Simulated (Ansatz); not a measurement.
**GaSiH4O (SMILES [SiH3][O][GaH]): UPBE/cc-pVDZ**

What is the vertical ionisation energy of GaSiH4O at UPBE/cc-pVDZ? 

The results are computed with Ansatz 0.2.0.

72 further runs of the same task are left out: 72 set aside as unsound or not needed.

### Step 1. Starting point

GaSiH4O: 7 atoms, total charge 0, spin state doublet. As SMILES, `[SiH3][O][GaH]`. The coordinates come from a PBE0-D4/def2-TZVP relaxation. This is one conformer, not always the lowest.

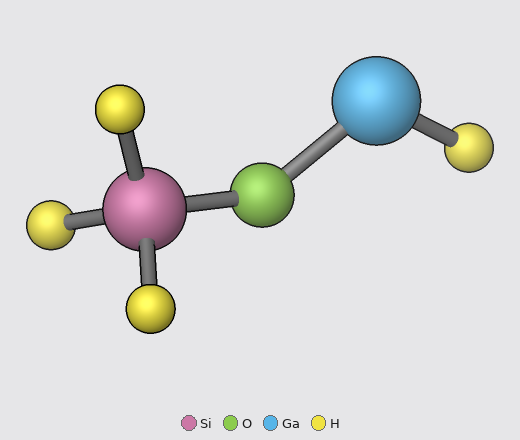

The structure, seen from a chosen angle (silicon pink, oxygen green, gallium blue, hydrogen yellow).

### Step 2. The energy at UPBE/cc-pVDZ

run.yaml reads:

```yaml
crystal:
  periodic: [false, false, false]
  atoms:
    - symbol: Si
      position_ang: [-0.907100, 0.576700, -0.244500]
    - symbol: O
      position_ang: [0.281700, -0.375400, 0.340400]
    - symbol: Ga
      position_ang: [1.972300, -0.895800, 0.047800]
    - symbol: H
      position_ang: [-2.099000, -0.248300, -0.578700]
    - symbol: H
      position_ang: [-0.473700, 1.297400, -1.475800]
    - symbol: H
      position_ang: [-1.295700, 1.586500, 0.776300]
    - symbol: H
      position_ang: [2.521500, -1.941000, 1.134400]
basis:
  gaussian: {orbitals: cc-pVDZ}
hamiltonian: {xc: {name: PBE}}
output: {orbitals: {seedname: orbitals}}
magnetization: {spin_polarized: true, initial_magnetization: 1}
accuracy: high
```

Launch:

```bash
ansatz run run.yaml --threads 1 --pin off --max-ram 3480MiB --events-out events.jsonl --progress --plain --runs-dir runs
```

What it wrote:

```text
Warning: RAYON_NUM_THREADS=1 ignored (pool sized by the plan → 1); use --threads N
Functional definition: PBE
  name "PBE"
  parameter kappa = 0.804
  parameter beta = 0.06672455060314922
  exchange = pbe_x(kappa = kappa, mu = beta*pi^2/3)
  correlation = pbe_c(beta = beta)
1787 factors; integrals over basis functions are off by at most 4.7e-9 eV
mean field evaluation 1: about -62345.2827 eV, gradient 4.3e1 eV
mean field evaluation 2: about -62239.4133 eV, gradient 1.3e2 eV
mean field evaluation 4: about -62352.1567 eV, gradient 6.9e0 eV
mean field evaluation 8: about -62352.5520 eV, gradient 4.6e-1 eV
mean field evaluation 16: about -62352.5530 eV, gradient 9.2e-5 eV
mean field -62352.55304169 eV, -2291.4140602037 hartree, gradient 7.7e-8 eV, S^2 0.752832; 0 other end points of the search recorded, 0 dependent functions left out
reference -62352.55304537 eV, -2291.4140603390 hartree; 29, 28 occupied and 50, 51 virtual orbitals, 1787 factors
Total energy: -62352.55304537 eV, -2291.4140603390 hartree
```

It took 11 s on 1 thread of Arm Neoverse V1, shared host; peak memory 0.25 GiB.

### Step 3. The singlet cation, same level

job.yaml reads:

```yaml
crystal:
  periodic: [false, false, false]
  atoms:
    - symbol: Si
      position_ang: [-0.907100, 0.576700, -0.244500]
    - symbol: O
      position_ang: [0.281700, -0.375400, 0.340400]
    - symbol: Ga
      position_ang: [1.972300, -0.895800, 0.047800]
    - symbol: H
      position_ang: [-2.099000, -0.248300, -0.578700]
    - symbol: H
      position_ang: [-0.473700, 1.297400, -1.475800]
    - symbol: H
      position_ang: [-1.295700, 1.586500, 0.776300]
    - symbol: H
      position_ang: [2.521500, -1.941000, 1.134400]
basis:
  gaussian:
    orbitals: cc-pVDZ
hamiltonian:
  xc: pbe
output: {orbitals: {seedname: orbitals}}
total_charge: 1
accuracy: high
```

Launch:

```bash
ansatz run job.yaml --threads 1 --pin off --max-ram 3480MiB --events-out events.jsonl --progress --plain --runs-dir runs
```

What it wrote, shortened:

```text
Warning: RAYON_NUM_THREADS=1 ignored (pool sized by the plan → 1); use --threads N
[... 6 set-up lines as earlier in the session ...]
1784 factors; integrals over basis functions are off by at most 4.7e-9 eV
mean field evaluation 1: about -62324.1661 eV, gradient 9.9e1 eV
mean field evaluation 2: about -62124.8254 eV, gradient 2.1e2 eV
mean field evaluation 4: about -62340.4923 eV, gradient 3.0e1 eV
mean field evaluation 8: about -62344.4819 eV, gradient 7.8e-1 eV
mean field evaluation 16: about -62344.4765 eV, gradient 3.1e-4 eV
mean field -62344.47653676 eV, -2291.1172541218 hartree, gradient 6.0e-8 eV, S^2 0.000000; 1 other end points of the search recorded, 0 dependent functions left out
reference -62344.47654062 eV, -2291.1172542638 hartree; 28, 28 occupied and 51, 51 virtual orbitals, 1784 factors
Total energy: -62344.47654062 eV, -2291.1172542638 hartree
```

It took 7.8 s on 1 thread of Arm Neoverse V1, shared host; peak memory 0.2 GiB.

### Step 4. What came out

Level: UPBE/cc-pVDZ.

```
                                           quantity           value
                      doublet GaSiH4O: total energy  -2291.41406 Eh
doublet GaSiH4O: HOMO energy (highest over α and β)        -4.96 eV
 doublet GaSiH4O: LUMO energy (lowest over α and β)        -3.73 eV
                              doublet GaSiH4O: ⟨S²⟩           0.753
                       singlet cation: total energy  -2291.11725 Eh
                        singlet cation: HOMO energy       -12.05 eV
                        singlet cation: LUMO energy       -11.06 eV
                      singlet cation: HOMO–LUMO gap         0.98 eV
 vertical ionisation energy (to the singlet cation)        8.077 eV
```

In words: Removing an electron at fixed nuclei costs 8.08 eV (779 kJ/mol). Only the singlet of the ionised species was computed; a triplet could lie lower.
